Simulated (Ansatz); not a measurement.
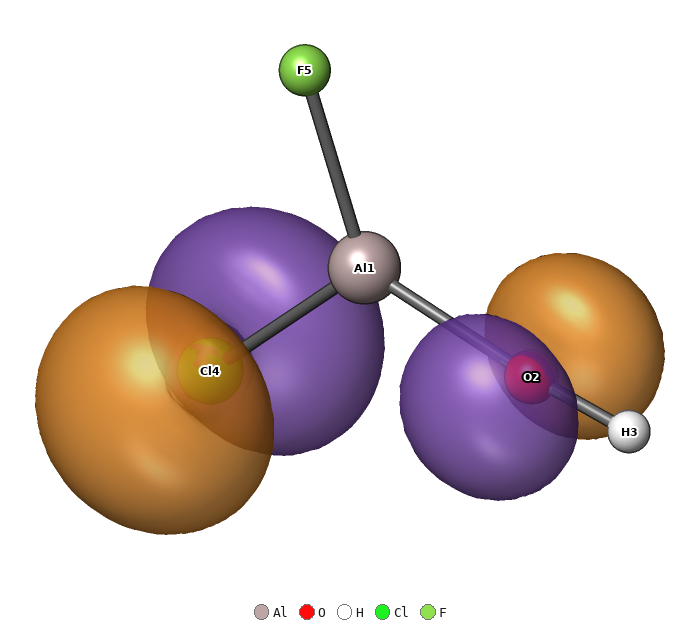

The picture shows: AlClFHO. The HOMO−1 at ±0.15 Å⁻³ᐟ² (orange and purple are the two phases), seen at an oblique angle.

Theory: RKS r2SCAN-D4/6-31G (Ansatz).

```xyz
5

Al   -0.0965   -0.0333   -0.0618
O    -0.3095   -0.1208    1.5762
H    -0.5082   -0.1719    2.5028
Cl    1.8791    0.0441   -0.9442
F    -1.4067    0.0005   -1.1358
```

### What is the character of this orbital?

By Hirshfeld shares it lies mainly on Cl4 (about 60 %) and O2 (about 30 %); it changes sign across the molecular plane (π type). Its energy is −8.33 eV.
